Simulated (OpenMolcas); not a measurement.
# Ta³⁺ among point charges: CASSCF and CASPT2 levels and susceptibility

How does a field of 5 point charges split the states of Ta³⁺, and what χT follows?

The numbers are computed with OpenMolcas 26.06 (state-averaged CASSCF and CASPT2, spin-orbit coupling by RASSI with atomic mean-field integrals), except any that are marked as measured or tabulated.

**1. The system**

| Item | Value |
| --- | --- |
| Species | Ta³⁺ (tantalum, Z = 73, 70 electrons) |
| Basis | ANO-RCC-VTZP [8s7p5d3f2g1h], 104 functions |
| Scalar Hamiltonian | DKH2, point nucleus |
| Inactive shells | 1s 2s 2p 3s 3p 3d 4s 4p 4d 4f 5s 5p |
| Active space | 2 electrons in 5 orbitals (5d) |
| Some configurations of this space | 5d² |
| Orbitals | optimised for each spin and parity, averaged over all roots |

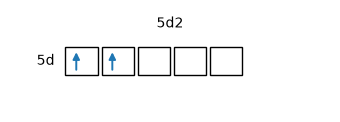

Outer shells as boxes.

The ion sits among 5 point charges of -1.6 e arranged as a trigonal bipyramid (D3h), 2.11 Å from the ion, with the axial distance 2.279 Å.

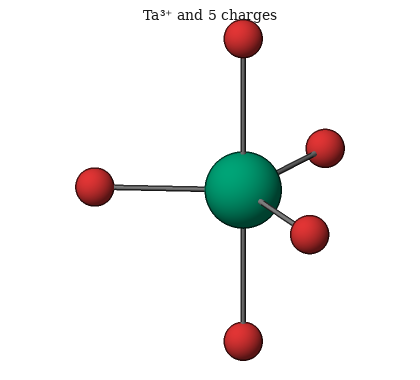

The ion and the point charges (red).

The work runs as a chain of OpenMolcas steps in one folder; each step below is one input file. Labels, J, g values, rates, χT and fits are worked out afterwards by a script from the matrices that RASSI stores.

**2. GATEWAY and SEWARD: basis and integrals**

a.inp

```
&GATEWAY
Coord
1

Ta 0.0 0.0 0.0
Basis=ANO-RCC-VTZP
Group=NoSym
NoMove
AngMom=0.0 0.0 0.0
AMFI
XField
5 Angstrom 0
2.110000 0.000000 0.000000 -1.600000
-1.055000 1.827314 0.000000 -1.600000
-1.055000 -1.827314 0.000000 -1.600000
0.000000 0.000000 2.278800 -1.600000
0.000000 0.000000 -2.278800 -1.600000
&SEWARD
```

The run is started by

```console
$ OMP_NUM_THREADS=1 MOLCAS_MEM=1689 MOLCAS_PROJECT=a pymolcas a.inp > a.log
```

**3. Reference wave functions, triplets, 10 roots**

a.inp

```
&RASSCF
FileOrb=start.orb
Symmetry=1
Spin=3
nActEl=2 0 0
Inactive=34
Ras2=5
CIRoot=10 10 1
SDav=10
CIMx=300
Iter=120 100
PrWF=0.3
OrbListing=Nothing
MaxOrb=0
>>> COPY $Project.JobIph JOB001
```

start.orb holds the contracted functions of the basis, ordered by shell, or the orbitals of the step before.

**4. CASSCF: singlets, 15 roots**

a.inp

```
&RASSCF
FileOrb=start.orb
Symmetry=1
Spin=1
nActEl=2 0 0
Inactive=34
Ras2=5
CIRoot=15 15 1
SDav=15
CIMx=300
Iter=120 100
PrWF=0.3
OrbListing=Nothing
MaxOrb=0
>>> COPY $Project.JobIph JOB002
```

**5. State interaction with spin-orbit coupling**

a.inp

```
&RASSI
NrOfJobIphs=2 10 15
1 2 3 4 5 6 7 8 9 10
1 2 3 4 5 6 7 8 9 10 11 12 13 14 15
IphNames
JOB001
JOB002
EJob
SpinOrbit
DIPRint=1.0
SOCoupling=1000.0
Subsets=2
Property=9
'ANGMOM' 1 'ANGMOM' 2 'ANGMOM' 3 'MLTPL  1' 1 'MLTPL  1' 2 'MLTPL  1' 3
'AMFI' 1 'AMFI' 2 'AMFI' 3
SOProperty=3
'ANGMOM' 1 'ANGMOM' 2 'ANGMOM' 3
```

**6. CASPT2: IPEA 0.25, imaginary shift 0.1 (closed shells correlated: 4f 5s 5p)**

a.inp

```
>>> COPY JOB001 $Project.JobIph
&CASPT2
Multistate=10 1 2 3 4 5 6 7 8 9 10
NoMult
Frozen=23
IPEA=0.25
Imaginary=0.1
MaxIter=60
WThr=0.0 0.3 0.05
PrWF=0.5
NoMix
>>> COPY JOB002 $Project.JobIph
&CASPT2
Multistate=15 1 2 3 4 5 6 7 8 9 10 11 12 13 14 15
NoMult
Frozen=23
IPEA=0.25
Imaginary=0.1
MaxIter=60
WThr=0.0 0.3 0.05
PrWF=0.5
NoMix
```

(Steps that only read results are left out.)

**Question.** What will these runs give? Wanted: spin-free ground state; first state of the same spin within the active space; lowest level; next level.

The runs gave:

| quantity | value |
| --- | --- |
| method | SS-CASPT2, IPEA 0.25, imaginary shift 0.1 (closed shells correlated: 4f 5s 5p) |
| spin-free ground state | 3A2, 1-fold in its orbital part |
| first state of the same spin within the active space | 3A1 at 942 cm⁻¹ |
| lowest level | 1-fold A1 |
| next level | 559.8 cm⁻¹ |
| χT at 300 K | 0.08 cm³ K/mol |
| effective moment at 300 K | 0.82 μB |

Cost by method:

| method | time of its own steps | time with the reference |
| --- | --- | --- |
| A. CASSCF | 22 s | 22 s |
| B. SS-CASPT2, IPEA 0.25, imaginary shift 0.1, +4f 5s 5p | 40 s | 62 s |

Times are of one thread on a shared host.

In words: The spin-free ground state (3A2) comes to 99 % from free-ion F terms and keeps the highest spin of the shell. χT at 300 K is 0.08, against 1.00 cm³ K/mol for the spin alone, so spin-orbit coupling lowers it. CASPT2 does not keep the components of a term degenerate, and the means are used. The field of point charges can differ much from that of real complexes. Point charges carry no covalency, so the field is a model and not that of real ligands.
